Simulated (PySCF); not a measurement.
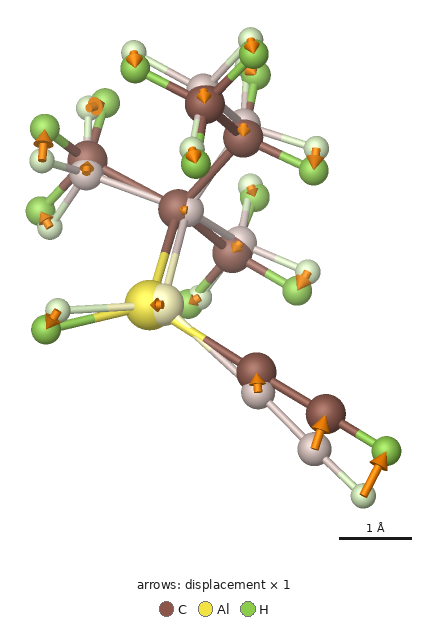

This is a relaxation of C₇H₁₃Al. The starting structure is drawn faded, the final one solid; orange arrows show the displacements, at their true length. The two geometries are superimposed by the best rigid fit.

A ball-and-stick model, seen from a free direction.

The start comes from GFN2-xTB. Its atoms were then displaced at random by about 0.01 Å.

Method: PySCF 2.14.0, density-fitted response routines, PBE0-D3(BJ)/def2-SVP geometry optimisation, gas phase. 

> Describe the change and its energy.

After 9 geometry steps the energy has fallen by 28.0 kJ/mol. The atom that moves furthest after the best rigid fit is an H atom (0.72 Å). Largest moves by element: H 0.72 Å, C 0.52 Å, Al 0.20 Å. Among the contacts that change: Al–C 3.095 → 3.004 Å, C–H 1.065 → 1.103 Å, Al–C 1.954 → 1.923 Å, C–C 1.555 → 1.530 Å. Among the angles between lasting bonds that change: C–Al–H 116.2° → 124.9°, C–Al–C 124.5° → 116.8°, Al–C–C 104.6° → 111.5°. The run took 2.7 min on 1 thread of Arm Neoverse V1 (shared host).
